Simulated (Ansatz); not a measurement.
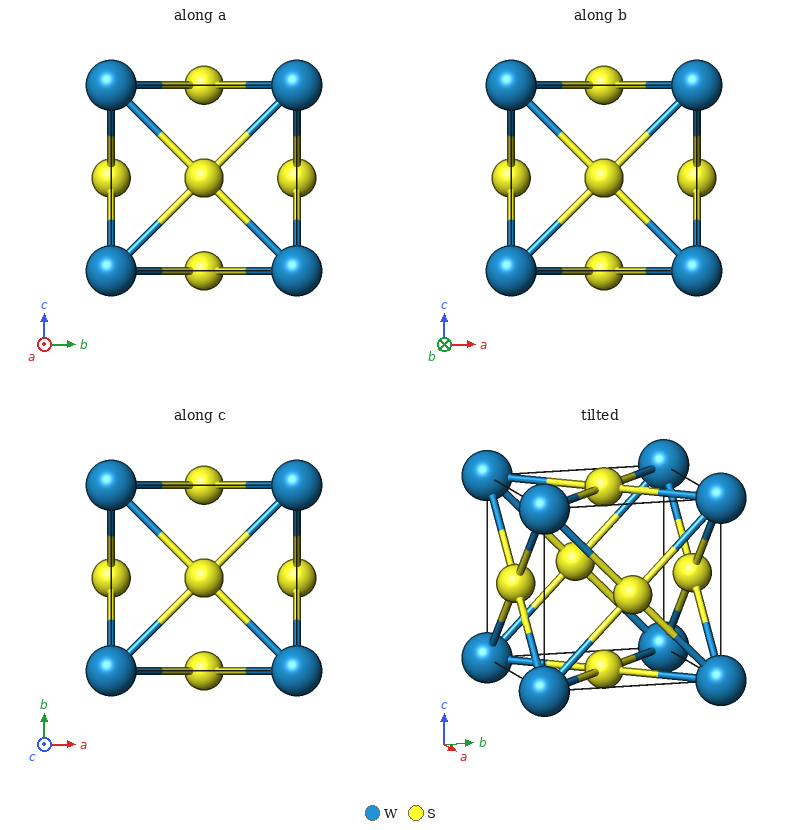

A ball-and-stick rendering, viewed along the a axis, along the b axis, along the c axis and slightly off an axis. The parallelepiped is the conventional unit cell.

Lattice parameters: a = 3.943 Å, b = 3.943 Å, c = 3.943 Å, α = 90.00°, β = 90.00°, γ = 90.00°. Put a along x and b in the xy plane.

Question: Give the structure in the form of a POSCAR file.

Answer:
```
W S
1.0
     3.943    0.000    0.000
     0.000    3.943    0.000
     0.000    0.000    3.943
W S
1 3
Direct
  0.0000 0.0000 0.0000
  0.0000 0.5000 0.5000
  0.5000 0.0000 0.5000
  0.5000 0.5000 0.0000
```

The cell started as a structure type filled with these elements by a generator (whether the compound takes this form wasn't checked). This is the structure after a relaxation with DFT PBE, scalar-relativistic, plane waves, PAW (Ansatz).
